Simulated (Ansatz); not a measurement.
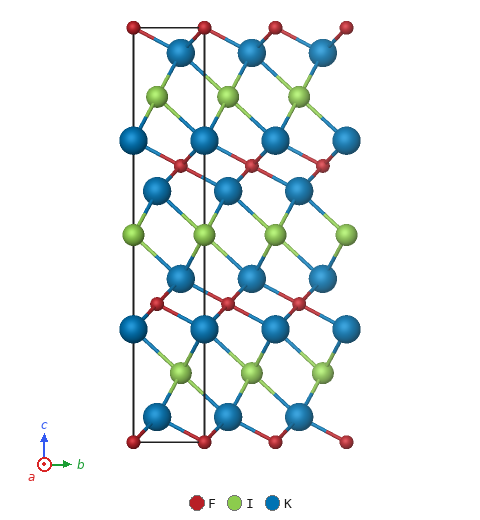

Projection along an edge of the hexagonal mesh, stacking direction c upwards. Every atom sits on one of the three columns of the mesh; call them A, B, C in the order in which they first turn up. The sequence starts with the first layer at or above the cell's origin.

The compound is K₂IF, taken as the input geometry of an electronic-structure calculation (not necessarily at equilibrium); the starting structure was generated, so it need not be a known form of this composition.

Read off the stacking sequence over one period.

Answer. F(A) – K(B) – I(C) – K(A) – F(B) – K(C) – I(A) – K(B) – F(C) – K(A) – I(B) – K(C) (twelve layers in 21.92 Å).
